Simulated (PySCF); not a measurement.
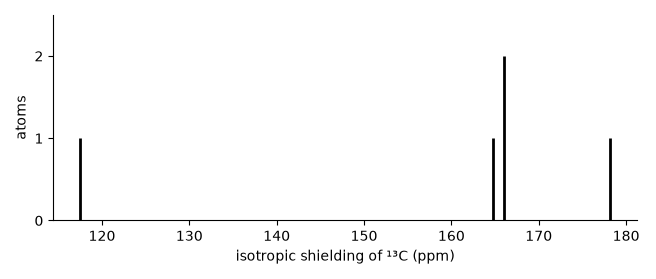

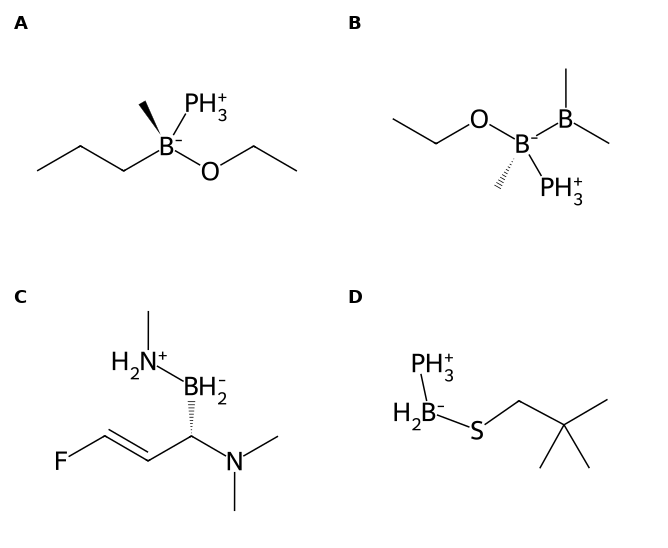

The sticks are computed shieldings of one of the molecules, for one fixed geometry (GFN2-xTB) without averaging over rotations. Low shielding means a high chemical shift. Method: GIAO PBE0/pcSseg-1 NMR shielding, non-relativistic, gas phase (PySCF 2.14.0).

Question: Which molecule gives this pattern?

Answer: B, `CCO[B@-](C)([PH3+])B(C)C`. Its 5 C atoms give lines at 117.4, 164.8, 166.1 (2 atoms), 178.2 ppm.

The geometry is semi-empirical. Around B, P such bond lengths and angles can be off by a tenth of an ångström or more and by several degrees, and values that hang on the shape move with them.
